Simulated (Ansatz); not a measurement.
HfO2 (baddeleyite type, space group P2_1/c)

```
CELL_PARAMETERS angstrom
      5.11418     0.00000     0.00000
      0.00000     5.18192     0.00000
     -0.87081     0.00000     5.22378
ATOMIC_POSITIONS crystal
  Hf 0.27620 0.04186 0.20826
  Hf 0.72380 0.54186 0.29174
  Hf 0.72380 0.95814 0.79174
  Hf 0.27620 0.45814 0.70826
  O  0.07004 0.33376 0.34403
  O  0.92996 0.83376 0.15597
  O  0.92996 0.66624 0.65597
  O  0.07004 0.16624 0.84403
  O  0.44797 0.75767 0.47848
  O  0.55203 0.25767 0.02152
  O  0.55203 0.24233 0.52152
  O  0.44797 0.74233 0.97848
```

This relaxed cell (volume V₀) is scaled evenly in all directions, its shape held. The atoms relax within the cell's symmetry.

All values below come from r2SCAN (plane waves to 500 eV, PAW, scalar-relativistic; Ansatz, an electronic-structure program). k mesh 5×5×5 (Γ-centred), Fermi-Dirac smearing 0.05 eV. Energies are smeared free energies. The points do not follow one Birch-Murnaghan curve well, so no fit is quoted. HfO2 is run without spin polarisation. HfO2 was relaxed with its symmetry unable to fall. Spin-orbit coupling is left out, though Hf is heavy. The PAW data are Ansatz's earlier set. ΔE is measured from the relaxed starting cell.

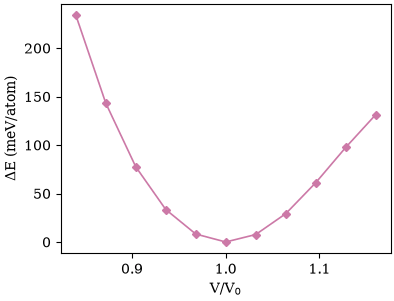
ΔE (meV/atom) against V/V₀; computed points joined by lines.

Question: What is ΔE at V/V₀ = 0.840?

Answer: About 230 meV/atom.

Question: What is ΔE at V/V₀ = 1.160?

Answer: About 130 meV/atom.

(Under strain, the slope of the energy per volume gives the stress and its curvature an elastic modulus.)
